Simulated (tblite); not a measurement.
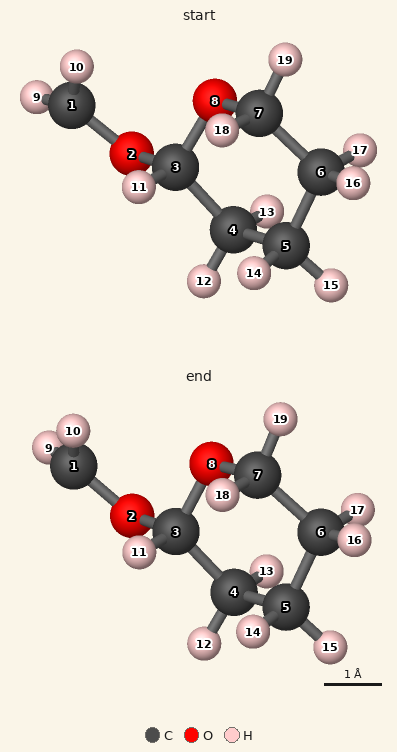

The structure of C6H11O2 (multiplicity 2) before (top) and after (bottom) a relaxation, at one scale.

Style: ball-and-stick. Shown at a tilt.

These are results of tblite, GFN2-xTB geometry optimisation, gas phase, not measurements. 

What changed between the two?

Answer. The atom that moves furthest after the best rigid fit is H9 (0.29 Å). By element the largest moves are H 0.29 Å, O 0.08 Å, C 0.06 Å. Among the contacts that change: O2–C3 1.436 → 1.390 Å, C3–H11 1.090 → 1.114 Å, C3–C4 1.546 → 1.529 Å, C7–O8 1.425 → 1.409 Å. Among the angles between lasting bonds that change: C1–O2–C3 112.3° → 116.3°, H9–C1–H10 125.5° → 121.7°, O2–C3–O8 111.7° → 108.6°. After 55 geometry steps the energy has fallen by 3.16 kcal/mol. The run took 0.29 s on 1 thread of Arm Neoverse V2 (shared host).
